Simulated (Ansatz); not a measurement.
# H$_{8}$NOW (doublet): what the fields show

The calculation's input:

```
crystal:
  periodic: [false, false, false]
  atoms:
    - { symbol: W, position_ang: [0.032732, 0.027608, 0.048529] }
    - { symbol: H, position_ang: [-0.609879, 0.720533, 2.811037] }
    - { symbol: H, position_ang: [1.560444, 0.4711, 0.654917] }
    - { symbol: H, position_ang: [0.189113, 1.622003, 0.623325] }
    - { symbol: H, position_ang: [-1.520936, 0.590259, 0.543603] }
    - { symbol: H, position_ang: [0.824834, -1.391087, 0.626606] }
    - { symbol: O, position_ang: [-0.072233, -0.170244, -1.811132] }
    - { symbol: H, position_ang: [0.247894, 0.19201, -2.645749] }
    - { symbol: "N", position_ang: [-0.161329, -0.122254, 2.40505] }
    - { symbol: H, position_ang: [-0.719124, -0.926599, 2.702255] }
    - { symbol: H, position_ang: [0.756284, -0.220929, 2.844459] }
magnetization:
  spin_polarized: true
  initial_magnetization: 1
basis:
  gaussian: { orbitals: def2-SVP }
hamiltonian:
  xc: b3lyp
  dispersion: d4
relax:
  f_tol: 0.03
  max_steps: 50
output:
  orbitals: {}
```

Run with:

```sh
ansatz run input.yaml --threads 4 --pin off --max-ram 5120MiB --backend cpu --events-out ev --progress --plain --runs-dir out
```

The fields are those of the run's last geometry, not of the input's.

Core potentials replace the inner electrons of W.

Method: Ansatz, UKS B3LYP-D4/def2-SVP.

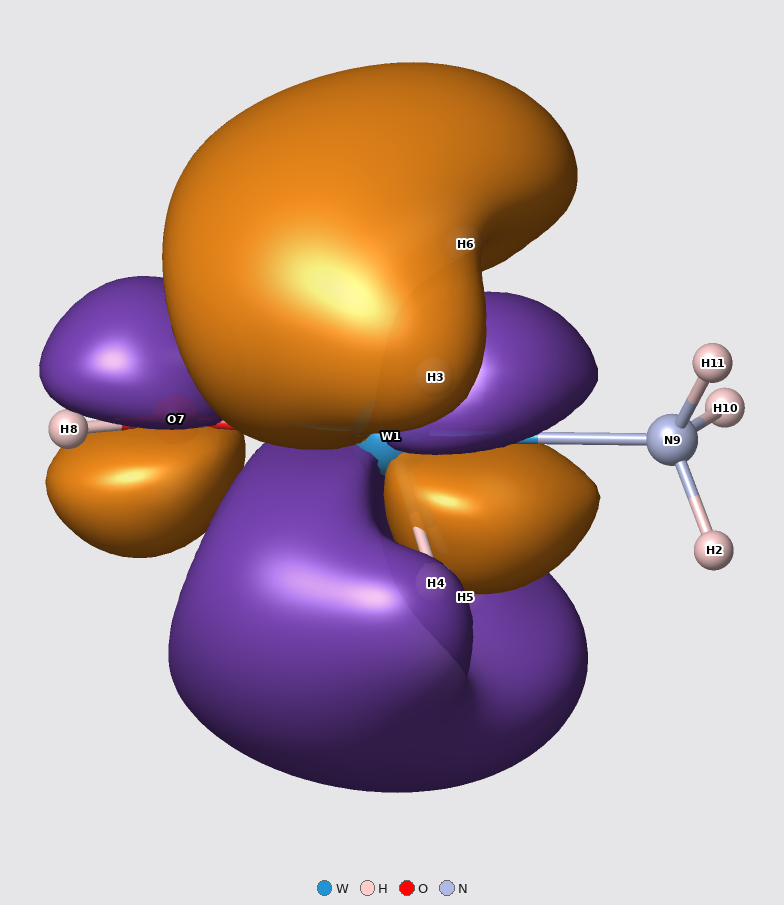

Figure 1. The LUMO (α) at ±0.05 Å⁻³ᐟ² (orange and purple are the two phases), seen at an oblique angle.

What is the character of this orbital?

Its weight (Hirshfeld) is mainly on W1 (about 65 %), O7 (about 15 %), H5 (about 5 %) and H6 (about 5 %). Its energy is −1.00 eV.

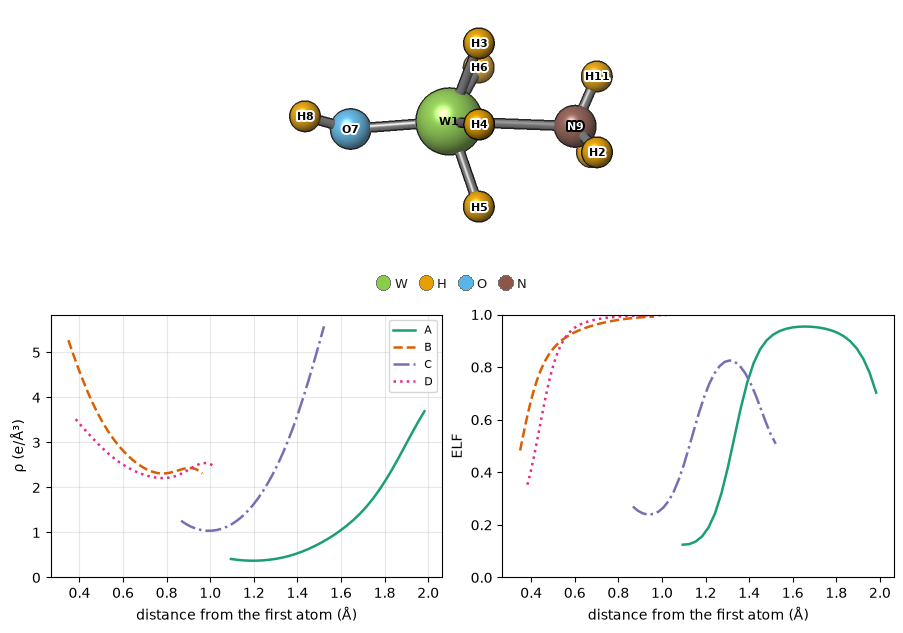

Figure 2. Electron density and ELF along straight lines between neighbouring atoms. The curves leave out the atomic cores. The structure is drawn too.

Which curve belongs to which contact (N–H, O–H, W–N and W–O)? The first atom named is at distance zero.

Curve A: W–N (2.37 Å): the density is about 0.37 e/Å³ at the midpoint; the ELF peaks at about 0.95 in the valence shell of N, 0.7 Å from its nucleus, and is about 0.15 at the midpoint. Curve B: O–H (0.96 Å): the density is about 3.7 e/Å³ at the midpoint; the ELF climbs to about 1 towards the hydrogen, as it does in any bond to H: an ordinary covalent bond to hydrogen. Curve C: W–O (1.87 Å): ρ at the midpoint is about 1.1 e/Å³; the ELF peaks at about 0.85 in the valence shell of O, 0.6 Å from its nucleus, and drops to about 0.25 between the two atoms. Curve D: N–H (1.02 Å): ρ is about 2.9 e/Å³ halfway; the ELF climbs to about 1 towards the hydrogen: an ordinary covalent bond to hydrogen.

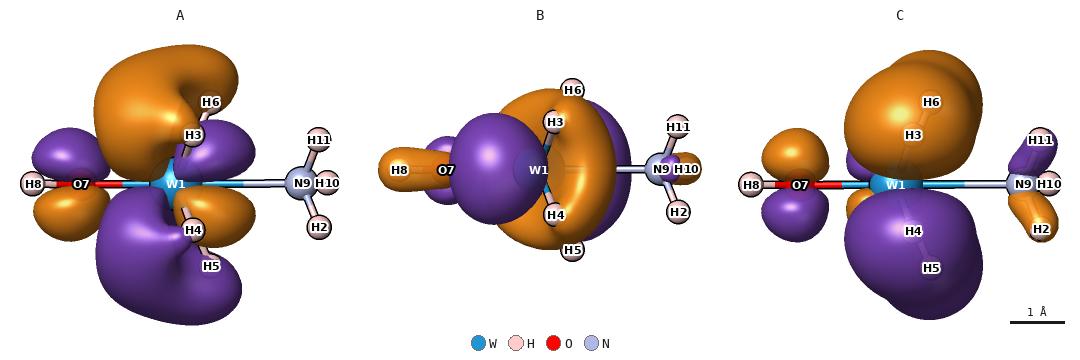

Figure 3. Three frontier orbitals at ±0.08 Å⁻³ᐟ² (orange and purple are the two phases), in no order.

Which picture is the HOMO−1, the HOMO and the LUMO? All are α orbitals.

C is the HOMO−1 (α) (−7.16 eV). Its weight (Hirshfeld) is mainly on W1 (about 40 %), H3 (about 20 %), H4 (about 20 %), H5 (about 10 %) and H6 (about 10 %). B is the HOMO (α) (−5.09 eV). It lies mainly on W1 (about 80 %). A is the LUMO (α) (−1.00 eV). It lies mainly on W1 (about 65 %), O7 (about 15 %), H5 (about 5 %) and H6 (about 5 %).

What is the gap between the highest occupied and lowest empty α orbitals?

4.09 eV between the orbital energies.
